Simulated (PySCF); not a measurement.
C₃H₆N₂OSi: NMR shielding calculation

C₃H₆N₂OSi, SMILES Cc1nnc([SiH3])o1, computed with GIAO PBE0/pcSseg-1 NMR shielding, non-relativistic, gas phase (PySCF 2.14.0).

The geometry comes from this level: GFN2-xTB. Figures and captions count atoms from 1; the log counts them from 0 in places.

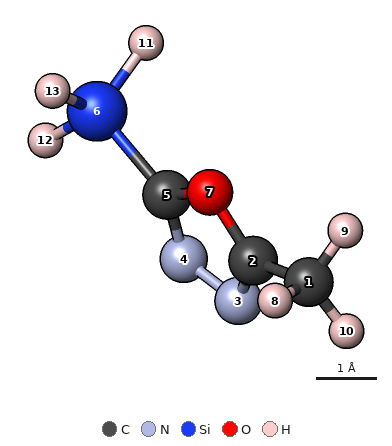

*The structure as given in the input (ball-and-stick view, seen at a tilt; atoms are numbered from 1 in the order of the input).*

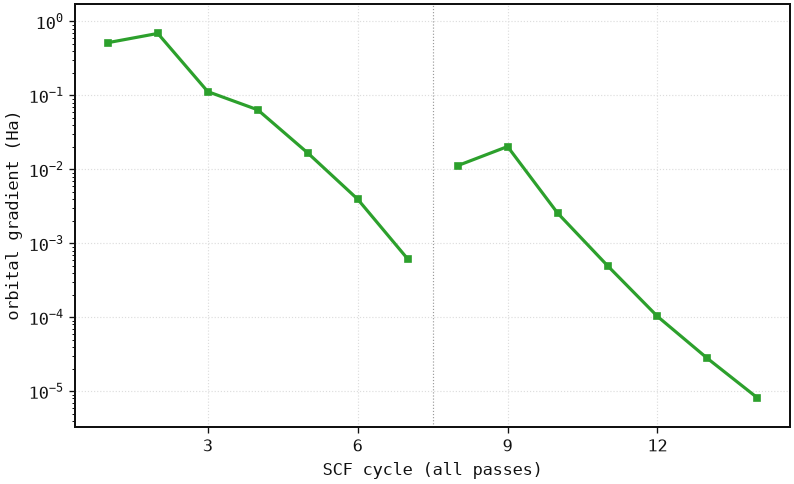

*Convergence of the self-consistent field: orbital gradient against the SCF cycle. The dotted line marks the change from a coarse to the final integration grid.*

The first 7 cycles use a coarse grid, the final grid takes over at cycle 8, and the field converges after 14 cycles in all.

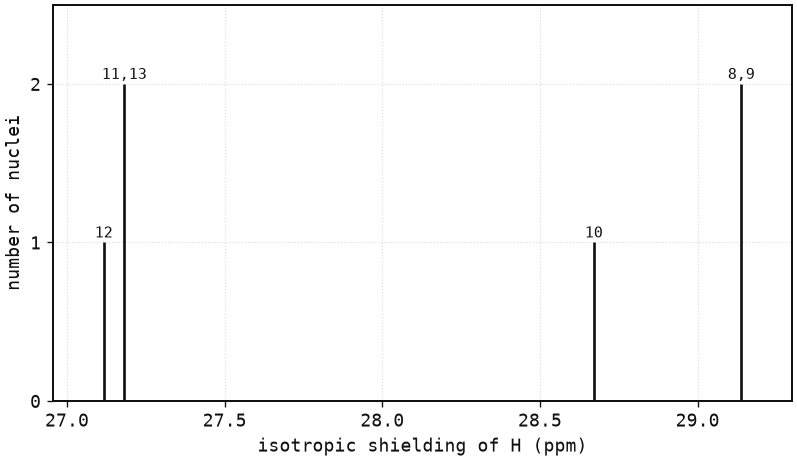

*Isotropic shieldings of the hydrogen nuclei in this fixed geometry, labelled by atom number; shielding grows to the right, so chemical shift grows to the left.*

The least shielded is H12 (27.1 ppm), the most shielded H9 (29.2 ppm).

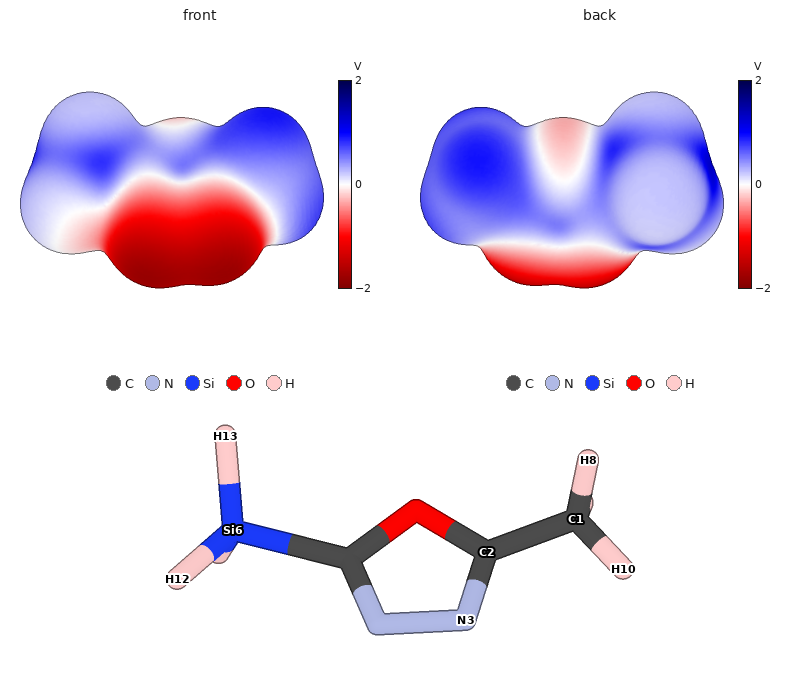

*The electrostatic potential painted on the density surface at 0.001 e/bohr³, seen at a tilt and from behind; red is negative and blue positive. The bare structure is drawn below in the same view.*

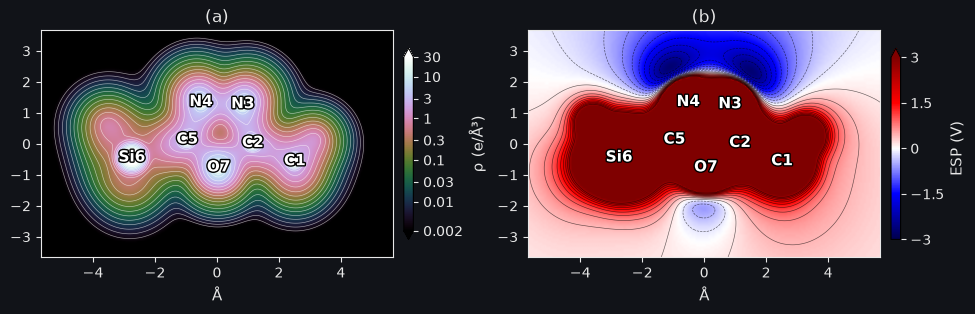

*(a) electron density; (b) electrostatic potential on the plane of atoms N4, C5 and Si6.*

The section cuts through C, N, Si and O sites. C–N (1.29 Å): ρ at the midpoint is about 2.7 e/Å³. C–O (1.35 Å): ρ is about 2.4 e/Å³ halfway, with its minimum of 2 e/Å³ about 0.5 Å from C. C–Si (1.88 Å): ρ is about 0.94 e/Å³ halfway.

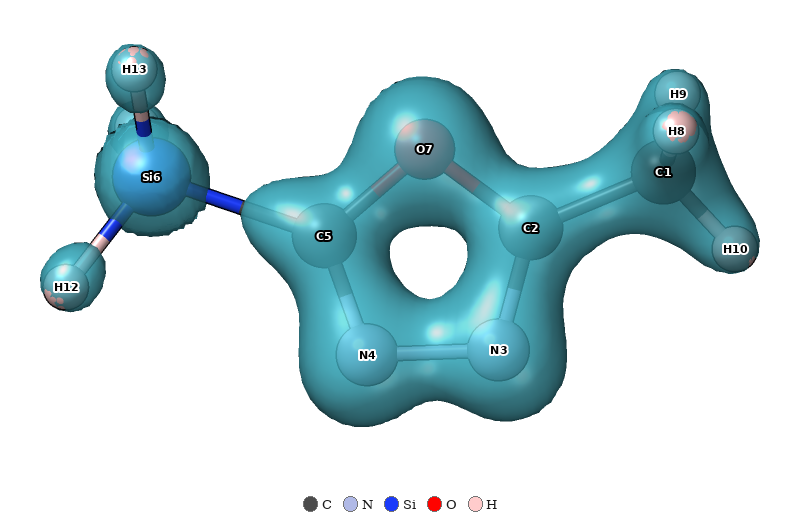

*Isosurface of the total electron density at 1 e/Å³ (cyan), seen face on.*

At this value the surface falls into five separate pieces. On the grid the lowest density along these lines, outside the cores, is 2.7 e/Å³ (C–N, 1.29 Å), 2.5 e/Å³ (N–N, 1.35 Å), 2 e/Å³ (C–O, 1.35 Å) and 1.8 e/Å³ (C–C, 1.48 Å).

The input that produced these results follows, with the program's output.

## Input file
```
{"job": {"kind": "nmr", "xc": "PBE0", "basis": "pcSseg-1", "pop": false}, "charge": 0, "multiplicity": 1}
C     -2.544183     0.100416     0.402526
C     -1.204032    -0.169109    -0.156946
N     -0.914399    -0.827948    -1.230682
N      0.428320    -0.814167    -1.354075
C      0.908239    -0.150753    -0.352552
Si     2.704021     0.198645     0.064889
O     -0.089516     0.292126     0.455053
H     -2.807666     1.146782     0.251250
H     -2.549440    -0.103191     1.471488
H     -3.269666    -0.528784    -0.103018
H      3.072271    -0.674585     1.180798
H      3.488062    -0.068366    -1.132605
H      2.773601     1.599420     0.486146
```

The first line tells a small driver script what to run in PySCF; the rest is the geometry in Å.

Run as:
```bash
OMP_NUM_THREADS=1 python <driver script> task.json out
```

## Output
```
coarse grid: 11816 points
cycle   1  E = -591.5057936989  dE =  1.194e+00  |g| = 5.157e-01  |ddm| = 3.390e+00
cycle   2  E = -591.4690397988  dE =  3.675e-02  |g| = 6.876e-01  |ddm| = 7.806e-01
cycle   3  E = -591.5579867313  dE = -8.895e-02  |g| = 1.125e-01  |ddm| = 4.603e-01
cycle   4  E = -591.5597684183  dE = -1.782e-03  |g| = 6.384e-02  |ddm| = 1.092e-01
cycle   5  E = -591.5605944913  dE = -8.261e-04  |g| = 1.669e-02  |ddm| = 5.307e-02
cycle   6  E = -591.5606443027  dE = -4.981e-05  |g| = 3.955e-03  |ddm| = 1.183e-02
cycle   7  E = -591.5606478481  dE = -3.545e-06  |g| = 6.169e-04  |ddm| = 3.170e-03
final grid: 110976 points
cycle   8  E = -591.6090216070  dE = -1.637e-05  |g| = 1.122e-02  |ddm| = 2.406e-02
cycle   9  E = -591.6089667943  dE =  5.481e-05  |g| = 2.035e-02  |ddm| = 1.825e-02
cycle  10  E = -591.6090436289  dE = -7.683e-05  |g| = 2.571e-03  |ddm| = 1.312e-02
cycle  11  E = -591.6090451458  dE = -1.517e-06  |g| = 4.990e-04  |ddm| = 2.071e-03
cycle  12  E = -591.6090451915  dE = -4.568e-08  |g| = 1.029e-04  |ddm| = 3.749e-04
cycle  13  E = -591.6090451938  dE = -2.296e-09  |g| = 2.784e-05  |ddm| = 9.888e-05
cycle  14  E = -591.6090451939  dE = -1.535e-10  |g| = 8.160e-06  |ddm| = 2.516e-05
converged SCF energy = -591.6090451939

GIAO shielding tensors (ppm)
atom      isotropic    diamagn.    paramagn.     s11        s22        s33       span
  0 C      173.474     246.036     -72.561    162.133    167.939    190.352     28.219
  1 C       13.749     258.842    -245.093    -73.473     32.430     82.290    155.763
  2 N      -80.411     330.324    -410.735   -299.892   -101.458    160.118    460.010
  3 N     -113.614     329.412    -443.026   -364.183   -132.593    155.934    520.118
  4 C       18.747     256.457    -237.711    -70.742     37.844     89.138    159.880
  5 Si     435.305     880.369    -445.064    415.559    437.918    452.438     36.878
  6 O      -17.304     402.216    -419.520   -136.005    -87.417    171.509    307.515
  7 H       29.115      27.628       1.487     25.148     26.726     35.472     10.324
  8 H       29.161      28.278       0.883     24.465     27.857     35.162     10.697
  9 H       28.671      26.868       1.802     23.787     27.521     34.704     10.917
 10 H       27.175      28.549      -1.374     24.121     25.267     32.136      8.015
 11 H       27.116      28.110      -0.994     23.451     25.907     31.991      8.541
 12 H       27.189      28.833      -1.644     23.650     26.017     31.898      8.248
```

## Summary

| quantity | value |
| --- | --- |
| outcome | converged |
| total energy | −591.609045 hartree |
| HOMO | −7.87 eV |
| LUMO | −0.73 eV |
| dipole moment | 3.36 D |
| isotropic shielding, C | 13.7 to 173.5 ppm |
| isotropic shielding, N | −113.6 to −80.4 ppm |
| isotropic shielding, Si | 435.3 ppm |
| isotropic shielding, O | −17.3 ppm |
| isotropic shielding, H | 27.1 to 29.2 ppm |
| hardware | 1 CPU thread, shared host |
| wall time | 27 s |
| peak memory | 0.73 GiB |

## Remarks

Settings chosen away from the usual ones: PBE0/pcSseg-1.
